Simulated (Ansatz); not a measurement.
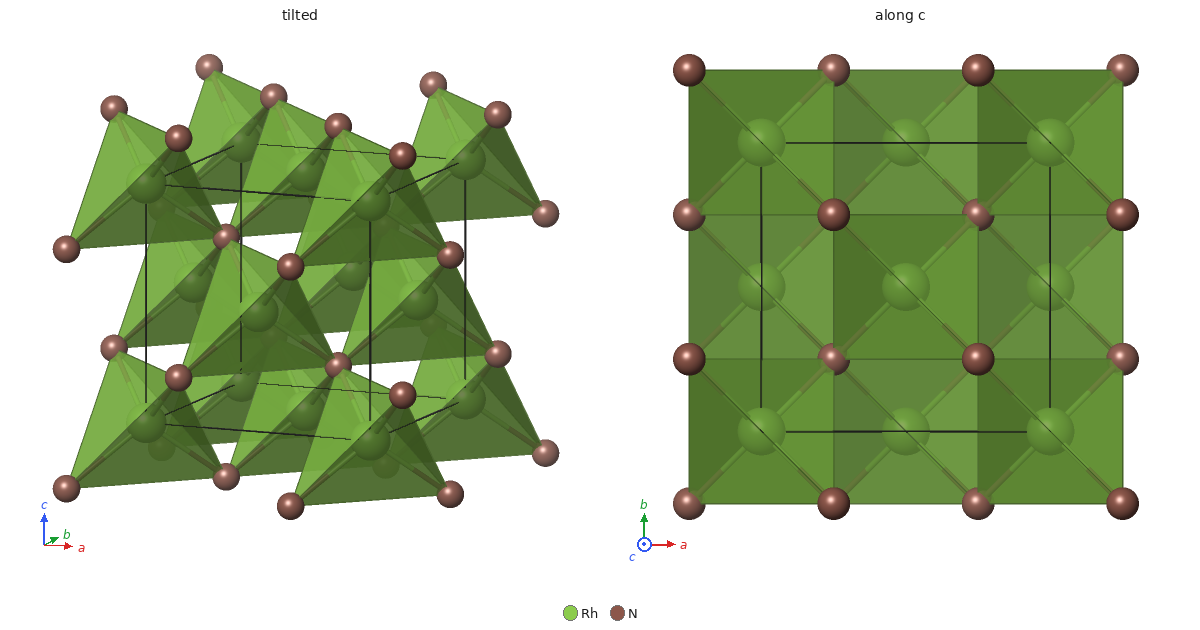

A polyhedral rendering, viewed slightly off an axis and along the c axis. Atoms at the boundary of the conventional unit cell (the box) are drawn once for each face, edge or corner they touch. Some atoms of the next cells are drawn as well.

RhN, zinc blende (sphalerite type), space group F-43m (No. 216), a = 4.599 Å, b = 4.599 Å, c = 4.599 Å, α = 90.00°, β = 90.00°, γ = 90.00°. The structure comes from a structure type filled with these elements by a generator (whether the compound takes this form wasn't checked). Earlier steps of the study, as a rule a relaxation of our own, may have changed the cell and positions, so they can lie some per cent off the listed ones. A calculation with Ansatz used it as input.

This one geometry was computed with Ansatz (DFT, plane waves, PAW) at five levels of theory: r2SCAN, PBE with spin-orbit coupling, PBE, LDA and PBEsol.

### Which level gives the highest pressure at this volume, and what does that say about its equilibrium volume?

Highest: PBE with spin-orbit coupling (0.0 GPa) and PBE (0.0 GPa), which points to the largest equilibrium volume. Lowest, with the smallest volume: LDA (-13.6 GPa). Levels within 0.5 GPa of each other can't be told apart.

### How does the band gap change with the level of theory?

All levels give a metal.

### Collect the results in a table.

| level | cutoff (eV) | k-mesh of the run's cell | gap (eV) | pressure (GPa) |
| --- | --- | --- | --- | --- |
| r2SCAN | 500 | 12×12×12 | metal | -3.8 |
| PBE with spin-orbit coupling | 420 | 12×12×12 | metal | 0.0 |
| PBE | 420 | 12×12×12 | metal | 0.0 |
| LDA | 420 | 12×12×12 | metal | -13.6 |
| PBEsol | 420 | 12×12×12 | metal | -8.4 |

Gaps are taken on the k-mesh or band path of each run.
